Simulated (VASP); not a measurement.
Band structure of IrO2 (space group P4_2/mnm). Calculation: PBEsol GGA, VASP's PBE PAW potentials (set 64) (plane waves; VASP).

Unless said otherwise, spin-orbit coupling is left out, though it shifts the bands of the heavy elements here.

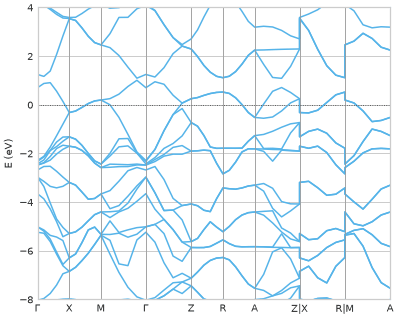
*Bands along high-symmetry lines, zero at the valence-band maximum or, without a gap, the Fermi level*

### Question
Read the plot: is there a gap, and where are the band edges?

### Answer
It has no gap at this level: it comes out as a metal or semimetal.

The structure is a typed IrO2 crystal (P4_2/mnm). The cell was not relaxed at this level.
